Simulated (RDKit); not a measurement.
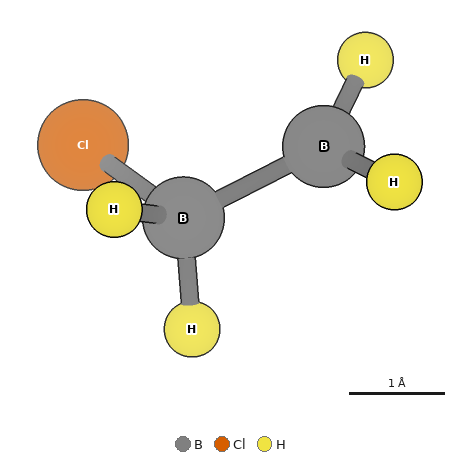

The structure as given in the input (ball-and-stick view, seen at a tilt). Bond lengths as drawn: B–B 1.67 Å, B–Cl 1.94 Å and B–H 1.19 to 1.21 Å.

# Geometry relaxation, with input and output: B2H4Cl (charge −1)

System: B2H4Cl, charge −1, SMILES B[BH2-]Cl.
Method: UFF (RDKit 2026.09.1).

The geometry comes from this level: GFN2-xTB.

### Input file (job.py)
```python
import json
import numpy as np
from rdkit import Chem
from rdkit.Chem import AllChem
from rdkit.Chem import rdDetermineBonds

mol = Chem.MolFromXYZFile("mol.xyz")
rdDetermineBonds.DetermineBonds(mol, charge=-1)
print("perceived SMILES:", Chem.MolToSmiles(Chem.RemoveHs(mol)))
symbols = [a.GetSymbol() for a in mol.GetAtoms()]
start = mol.GetConformer().GetPositions().copy()

ff = AllChem.UFFGetMoleculeForceField(mol)
e0 = ff.CalcEnergy()
print(f"start   E = {e0:.5f} kcal/mol")
path, flag, n = [], 1, 0
while flag and n < 2000:
    flag = ff.Minimize(maxIts=20, forceTol=0.0001)
    n += 20
    path.append((n, ff.CalcEnergy(), mol.GetConformer().GetPositions().tolist()))
    print(f"{n:5d}   E = {path[-1][1]:.5f} kcal/mol")
print("converged" if flag == 0 else "iteration limit reached")
final = mol.GetConformer().GetPositions()
for a, p in zip(symbols, final):
    print(f"{a:<2} {p[0]:11.5f} {p[1]:11.5f} {p[2]:11.5f}")
print(f"energy gained {e0 - path[-1][1]:.4f} kcal/mol")
json.dump(dict(symbols=symbols, start=start.tolist(), start_energy=e0, energy=path[-1][1], final=final.tolist(), path=path, success=flag == 0), open("results.json", "w"))
```

### File mol.xyz
```
7

B     -0.832540    -0.102690    -0.575030
B      0.541540     0.210460     0.317780
Cl     1.136380    -1.313640     1.363130
H     -1.443690    -1.119080    -0.629330
H     -1.303990     0.752440    -1.259920
H      0.393860     1.085900     1.146030
H      1.508450     0.486610    -0.362670
```

Machine: 1 thread of Arm Neoverse V2, 24 GiB of memory available, shared host.

Launch command:
```bash
python job.py
```

### Output
```
perceived SMILES: B[BH2-]Cl
start   E = 4.36510 kcal/mol
   20   E = -0.18695 kcal/mol
   40   E = -0.18695 kcal/mol
converged
B     -0.81045    -0.09867    -0.56051
B      0.56307     0.20530     0.33524
Cl     1.04236    -1.30964     1.28989
H     -1.32927    -1.15952    -0.52413
H     -1.26917     0.75349    -1.23740
H      0.35091     1.09942     1.09298
H      1.45256     0.50961    -0.39608
energy gained 4.5521 kcal/mol
```

### Trajectory as extended XYZ (Å, eV, eV/Å), 2 frames, from step=20 to step=40
```
7
Properties=species:S:1:pos:R:3 step=20 energy=-0.00811
B    -0.8105   -0.0987   -0.5605
B     0.5631    0.2053    0.3352
Cl    1.0424   -1.3096    1.2899
H    -1.3293   -1.1595   -0.5241
H    -1.2692    0.7535   -1.2374
H     0.3509    1.0994    1.0930
H     1.4526    0.5096   -0.3961
7
Properties=species:S:1:pos:R:3 step=40 energy=-0.00811
B    -0.8105   -0.0987   -0.5605
B     0.5631    0.2053    0.3352
Cl    1.0424   -1.3096    1.2899
H    -1.3293   -1.1595   -0.5241
H    -1.2692    0.7535   -1.2374
H     0.3509    1.0994    1.0930
H     1.4526    0.5096   -0.3961
```

### Results in brief

- outcome: converged
- total energy: −0.000298 hartree
- peak memory: 0.073 GiB
